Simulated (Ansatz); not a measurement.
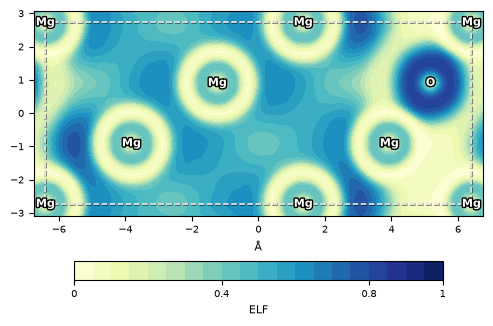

Mg5O. Electron localisation function on the (110) plane of the conventional cell.

Space group P-3m1; a generated structure, not necessarily the stable one.

These are results of DFT PBE, scalar-relativistic, plane waves, PAW (Ansatz 0.2.0), not measurements.

In a PAW calculation such maps are meaningful between the atoms, not at the nuclei.

Input file:

```
crystal:
  lattice:
    - [3.1368102029, 0.0, 0.0]
    - [-1.5684051014, 2.7165573225, 0.0]
    - [0.0, 0.0, 12.8216773274]
  atoms:
    - { symbol: Mg, position: [0.3333333333, 0.6666666667, 0.0956924517] }
    - { symbol: Mg, position: [0.6666666667, 0.3333333333, 0.9043075483] }
    - { symbol: Mg, position: [0.0, 0.0, 0.5] }
    - { symbol: Mg, position: [0.3333333333, 0.6666666667, 0.7027228505] }
    - { symbol: Mg, position: [0.6666666667, 0.3333333333, 0.2972771495] }
    - { symbol: O, position: [0.0, 0.0, 0.0] }
basis:
  ecutwfc: 420
kpoints:
  mp_grid: { grid: [12, 12, 4] }
hamiltonian:
  xc: pbe
scf:
  occupations: { method: gaussian, width: 0.1 }
output:
  forces: true
  stress: true
  eigenvalues: true
  write_density: true
  write_potential: true
  elf: true
  volumetric_format: npy
relax:
  adjacent_minimum: "off"
  f_tol: 0.01
  max_steps: 80
  cell: { stress_tol: 0.05 }
```

Run with:

```sh
ansatz run input.yaml --threads 1 --pin off --max-ram 2560MiB --backend cpu --events-out ev --progress --plain --runs-dir out
```

Below, planes, directions and counts refer to the conventional cell (a = 3.15 Å, b = 3.15 Å, c = 12.81 Å, α = 90.00°, β = 90.00°, γ = 120.00°).

The fields are those of the relaxed geometry.

Q: Read the bonding off the picture.

A:
- The plane passes through Mg and O nuclei.
- Mg–O (2.20 Å): the ELF peaks at about 0.85 in the valence shell of O, 0.6 Å from its nucleus, and is about 0.30 at the midpoint.
- The ELF has a maximum of about 0.75 in the space between the atoms, on no atom or two-centre bond.
